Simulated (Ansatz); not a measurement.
## Work function of Al(100): what the settings cost and change

Aim: the work function of Al(100) across levels of theory at one geometry.

Method: plane-wave DFT, PBE, Ansatz PAW, in the first sound run; inputs show where later runs differ, in Ansatz 0.2.0.

**What experiment says.**

“Properties of real metallic surfaces: Effects of density functional semilocality and van der Waals nonlocality” (2017, arxiv:1702.08515) quotes from earlier work for Al (clean (100) face, a compiled value): work function (clean (100) face, a compiled value) 4.32 eV.

Report form: the programs' logs are mostly left out.

### Step 1. The starting structure

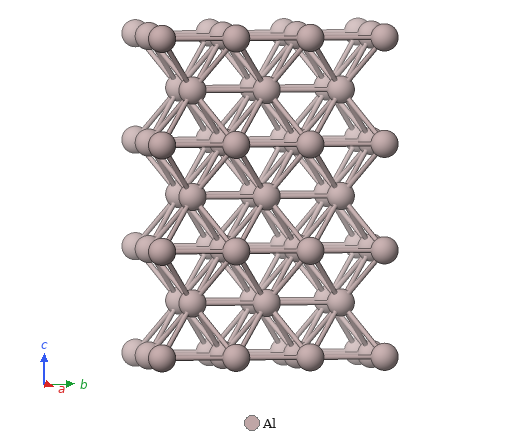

The starting structure, seen from the side, with the c axis up (aluminium light grey). 2×3×1 cells are drawn. Some periodic images of atoms are drawn too.

The cell holds 7 atoms: 7 Al. Cell: a = 2.864 Å, b = 2.864 Å, c = 30.150 Å, α = 90.0°, β = 90.0°, γ = 90.0°. Vacuum lies along c.

### Step 2. Slab, setting PBE, Ansatz PAW (420 eV)

A work function rests on the faint tail of the density, so the SCF threshold is tight. PBE on the default files comes first; the next runs keep the geometry and change functional or files, each at the cutoff that its files recommend; a relaxation and, for heavy metals, spin-orbit coupling close the ladder.

Input file input.yaml:

```yaml
crystal:
  lattice:
    - [2.8637824638, 0.0, 0.0]
    - [0.0, 2.8637824638, 0.0]
    - [0.0, 0.0, 30.15]
  atoms:
    - { symbol: Al, position: [0.0, 0.0, 0.2985074627] }
    - { symbol: Al, position: [0.5, 0.5, 0.3656716418] }
    - { symbol: Al, position: [0.0, 0.0, 0.4328358209] }
    - { symbol: Al, position: [0.5, 0.5, 0.5] }
    - { symbol: Al, position: [0.0, 0.0, 0.5671641791] }
    - { symbol: Al, position: [0.5, 0.5, 0.6343283582] }
    - { symbol: Al, position: [0.0, 0.0, 0.7014925373] }
kpoints:
  mp_grid: { grid: [14, 14, 1] }
hamiltonian:
  xc: pbe
scf:
  occupations: { method: fermi_dirac, width: 0.1 }
  convergence: { dr2_threshold: 1.0e-09 }
efield:
  axis: 3
  dipole_correction: true
  ramp_position: 0.97
  ramp_width: 0.06
output:
  write_potential: true
  write_density: true
  volumetric_format: npy
  elf: true
```

Started as:

```console
> ansatz run input.yaml --threads 2 --pin off --max-ram 3072MiB --backend cpu --events-out ev --progress --plain --runs-dir out
```

It took 19 s on 2 threads of AMD EPYC 7R43, shared host; peak memory 0.53 GiB.

This step gave:

```
energy at zero smearing   : -3761.5250 eV
work function, upper face : 4.245 eV
```

Running mean over 2.025 Å of the planar mean; the ramp of the sawtooth is left out. Electron's electrostatic potential energy less the Fermi level against z:

```tsv
z (Å)	electron's electrostatic potential energy less the Fermi level (eV)
5.0	4.24
7.5	1.86
10.0	-4.58
12.5	-4.62
15.0	-4.59
17.5	-4.62
20.0	-4.59
22.5	1.17
25.0	4.24
```

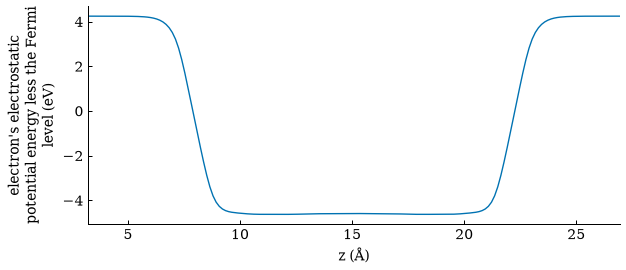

Electron's electrostatic potential energy less the Fermi level against z.

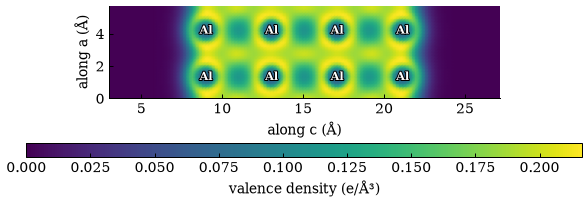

Valence density in the ca plane at fractional y = 0.000, with atoms of Al within 0.2 Å of it. It is the smooth field of the valence electrons, not physical close to the nuclei. The map starts off the cell's origin, so that atoms lie inside it. The far vacuum is left out of the map.

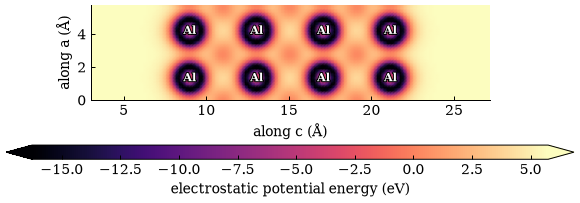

Electrostatic potential energy in the ca plane at fractional y = 0.000, with atoms of Al within 0.2 Å of it. With pseudopotentials it is smooth inside the atoms' cores, unlike the true potential. The map starts off the cell's origin, so that atoms lie inside it. The far vacuum is left out of the map.

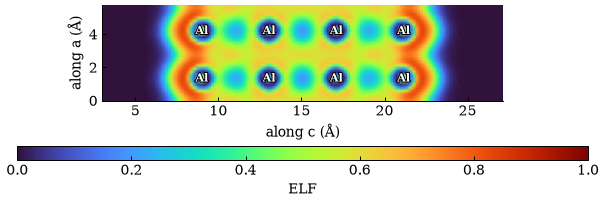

ELF in the ca plane at fractional y = 0.000, with atoms of Al within 0.2 Å of it. It is the smooth field of the valence electrons, not physical close to the nuclei. The map starts off the cell's origin, so that atoms lie inside it. The far vacuum is left out of the map.

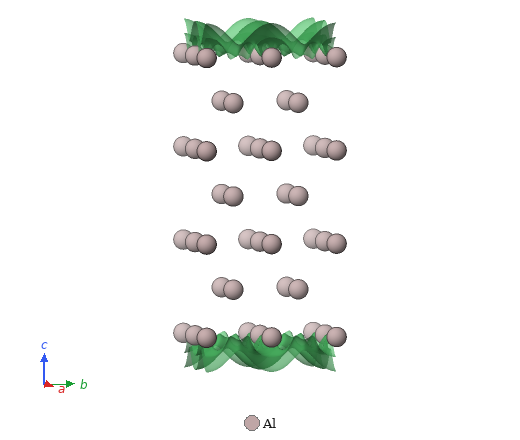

Surface of ELF = 0.75. 2×2×1 cells are drawn.

The work function is 4.245 eV.

### Step 3. Slab

This step: plane-wave DFT, LDA, Ansatz PAW (Ansatz 0.2.0).

Changes to input.yaml since step 2:

```diff
@@ -16,3 +16,3 @@
 hamiltonian:
-  xc: pbe
+  xc: lda
 scf:
@@ -29,2 +29 @@
   volumetric_format: npy
-  elf: true
```

Run time: 18 s. Hardware: 2 threads; peak memory 0.5 GiB.

The work function is 4.389 eV, +0.145 eV from the run “PBE, Ansatz PAW (420 eV)”, at 1.0 times its CPU time.

### Step 4. Run

This step: plane-wave DFT, PBEsol, Ansatz PAW (Ansatz 0.2.0).

Changes to input.yaml since step 3:

```diff
@@ -16,3 +16,3 @@
 hamiltonian:
-  xc: lda
+  xc: pbesol
 scf:
```

Wall time 17 s (2 threads); peak memory 0.53 GiB.

The work function is 4.294 eV, +0.049 eV from the run “PBE, Ansatz PAW (420 eV)”, at 0.97 times its CPU time.

### Step 5. Slab

This step: plane-wave DFT, RPBE, Ansatz PAW (Ansatz 0.2.0).

Changes to input.yaml since step 4:

```diff
@@ -16,3 +16,3 @@
 hamiltonian:
-  xc: pbesol
+  xc: rpbe
 scf:
```

The job ended after 17 s (2 threads; peak memory 0.53 GiB; 27 s of CPU time).

The work function is 4.183 eV, -0.062 eV from the run “PBE, Ansatz PAW (420 eV)”, at 0.98 times its CPU time.

### Step 6. Slab

This step: plane-wave DFT, r2SCAN, Ansatz PAW (Ansatz 0.2.0).

Changes to input.yaml since step 5:

```diff
@@ -16,3 +16,3 @@
 hamiltonian:
-  xc: rpbe
+  xc: r2scan
 scf:
```

Wall time 37 s (2 threads); peak memory 0.93 GiB.

The work function is 4.335 eV, +0.090 eV from the run “PBE, Ansatz PAW (420 eV)”, at 2.4 times its CPU time.

### Step 7. Run

This step: plane-wave DFT, PBE, JTH PAW (Ansatz 0.2.0).

Changes to input.yaml since step 6:

```diff
@@ -16,3 +16,4 @@
 hamiltonian:
-  xc: r2scan
+  xc: pbe
+  pseudopotentials: { kind: paw, source: jth }
 scf:
```

Run time: 42 s. Hardware: 2 threads; peak memory 0.67 GiB.

The work function is 4.248 eV, +0.004 eV from the run “PBE, Ansatz PAW (420 eV)”, at 1.9 times its CPU time.

### Step 8. Run

This step: plane-wave DFT, PBE, norm-conserving (Ansatz 0.2.0).

Changes to input.yaml since step 7:

```diff
@@ -17,3 +17,3 @@
   xc: pbe
-  pseudopotentials: { kind: paw, source: jth }
+  pseudopotentials: { kind: nc }
 scf:
```

Elapsed: 32 s, on 2 threads; peak memory 0.53 GiB; 45 s of CPU time.

The work function is 4.248 eV, +0.004 eV from the run “PBE, Ansatz PAW (420 eV)”, at 1.6 times its CPU time.

### Step 9. Slab

This step: plane-wave DFT, LDA, norm-conserving (Ansatz 0.2.0).

Changes to input.yaml since step 8:

```diff
@@ -16,3 +16,3 @@
 hamiltonian:
-  xc: pbe
+  xc: lda
   pseudopotentials: { kind: nc }
```

Elapsed: 36 s, on 2 threads; peak memory 0.6 GiB; 52 s of CPU time.

The work function is 4.394 eV, +0.149 eV from the run “PBE, Ansatz PAW (420 eV)”, at 1.8 times its CPU time.

### Step 10. Run, setting PBE, all layers relaxed

This step: plane-wave DFT, PBE, Ansatz PAW (Ansatz 0.2.0).

Changes to input.yaml since step 9:

```diff
@@ -16,4 +16,3 @@
 hamiltonian:
-  xc: lda
-  pseudopotentials: { kind: nc }
+  xc: pbe
 scf:
@@ -26,2 +25,5 @@
   ramp_width: 0.06
+relax:
+  f_tol: 0.01
+  max_steps: 40
 output:
```

The job ended after 30 s (2 threads; peak memory 0.54 GiB).

The relaxation took 3 steps and lowered the energy by 0.0033 eV; the largest force on the free atoms ends at 8.4e-4 eV/Å.

The work function is 4.243 eV, -0.002 eV from the run “PBE, Ansatz PAW (420 eV)”, at 1.6 times its CPU time.

### Step 11. Comparing the runs

Times are for 2 threads of AMD EPYC 7R43, shared host. The runs compared:

```tsv
no.	setting	work function, upper face (eV)	time	memory (GiB)
1	PBE, Ansatz PAW (420 eV)	4.245	19 s	0.53
2	LDA, Ansatz PAW (420 eV)	4.389	18 s	0.5
3	PBEsol, Ansatz PAW (420 eV)	4.294	17 s	0.53
4	RPBE, Ansatz PAW (420 eV)	4.183	17 s	0.53
5	r2SCAN, Ansatz PAW (500 eV)	4.335	37 s	0.93
6	PBE, JTH PAW (570 eV)	4.248	42 s	0.67
7	PBE, norm-conserving (544 eV)	4.248	32 s	0.53
8	LDA, norm-conserving (599 eV)	4.394	36 s	0.6
9	PBE, all layers relaxed	4.243	30 s	0.54
```

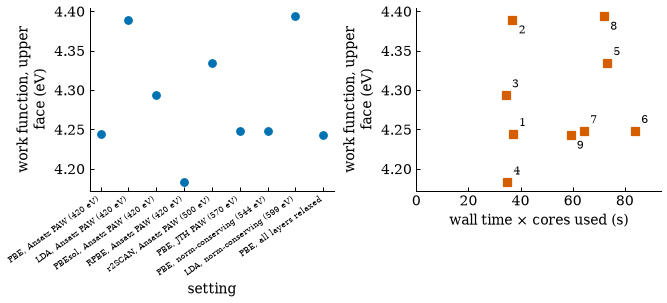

The series as plots; the last panel sets the first result against cost, with the runs numbered as in the table.

### Step 12. Varying the input

An input spoilt on purpose, to show how the run answers: it repeats the earlier run “PBE, Ansatz PAW (420 eV)” with efield.amplitude to 1.5, and scf.max_iter set to 50; its output block differs too.

Changes to input.yaml since step 10:

```diff
@@ -20,2 +20,3 @@
   convergence: { dr2_threshold: 1.0e-09 }
+  max_iter: 50
 efield:
@@ -25,5 +26,3 @@
   ramp_width: 0.06
-relax:
-  f_tol: 0.01
-  max_steps: 40
+  amplitude: 1.5
 output:
```

Wall time 32 s (2 threads); peak memory 0.48 GiB; 54 s of CPU time.

In so strong a field the program warns of density in the ramp of the sawtooth; these numbers are not the system's.

### Step 13. Results

| Quantity | Value |
| --- | --- |
| work function, PBE, Ansatz PAW (420 eV) | 4.245 eV |
| work function, LDA, Ansatz PAW (420 eV) | 4.389 eV |
| work function, RPBE, Ansatz PAW (420 eV) | 4.183 eV |
| work function, r2SCAN, Ansatz PAW (500 eV) | 4.335 eV |
| work function, LDA, norm-conserving (599 eV) | 4.394 eV |
| work function, PBE, all layers relaxed | 4.243 eV |

PBE on the default files gives 4.24 eV, and the settings tried spread the value from 4.18 to 4.39 eV. At one geometry LDA lies 0.14 eV above PBE. The choice of pseudopotentials moves the PBE value by 0.004 eV. Relaxing the layers changes it by -0.002 eV. The ladder's slabs use the tabulated experimental lattice constant (two decimals; a low-temperature value for the alkali metals).

Computed beside measured:

| quantity | measured | PBE, Ansatz PAW (420 eV) | LDA, Ansatz PAW (420 eV) | PBEsol, Ansatz PAW (420 eV) | RPBE, Ansatz PAW (420 eV) | r2SCAN, Ansatz PAW (500 eV) | LDA, norm-conserving (599 eV) | PBE, all layers relaxed |
| --- | --- | --- | --- | --- | --- | --- | --- | --- |
| work function (clean (100) face, a compiled value) (eV) | 4.32 | 4.24 (-0.08 eV) | 4.39 (+0.07 eV) | 4.29 (-0.03 eV) | 4.18 (-0.14 eV) | 4.33 (+0.01 eV) | 4.39 (+0.07 eV) | 4.24 (-0.08 eV) |

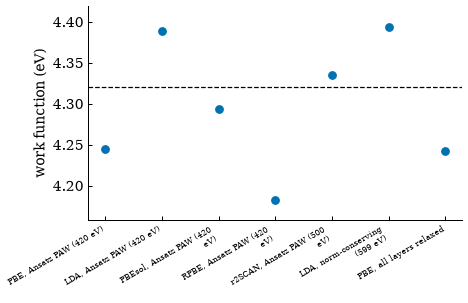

The work function by level; the dashed line is the measured value.

Measured values from arxiv:1702.08515 (2017).

How well it matches: For the work function, of the levels listed nearest comes r2SCAN, Ansatz PAW (500 eV) (+0.01 eV, good agreement) and farthest RPBE, Ansatz PAW (420 eV) (-0.14 eV, fair agreement). The grades are ours: good and fair within 3 and 7 % for the work function.

[Logs are printed without paths, hosts, clocks, repeated set-up lines and the standing remarks that a program may print on its own settings, such as how far it seeks lower states.]

[Hosts, paths, dates, database ids (printed as entryN), source tags and the programs' standing remarks are cut or masked in the printed files.]

[Maps of the electrostatic potential energy from Ansatz leave out the sawtooth potential of an applied field or a dipole correction, so their vacuum need not be flat; planar profiles and work functions include it.]
